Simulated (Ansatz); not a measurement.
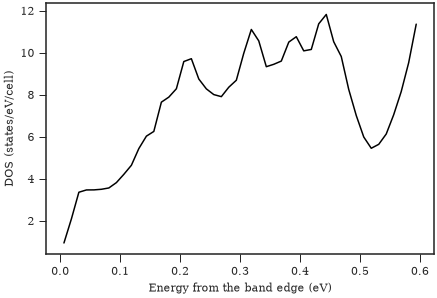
*Density of states of La2O3 (P-3m1) below the valence band maximum, Ansatz (a quantum-chemistry and plane-wave program) with PBEsol with spin-orbit coupling, rigid bands; cell volume 79.8 Å³.*

What effective density of states at 300 K does this give (∫ g(E) exp(−E/k_BT) dE, both spins, divided by the cell's size)?

7.0e20 cm⁻³, a density-of-states mass of 9.2 mₑ, valleys and band degeneracy included.

Geometry: cell and atoms relaxed with PBEsol.
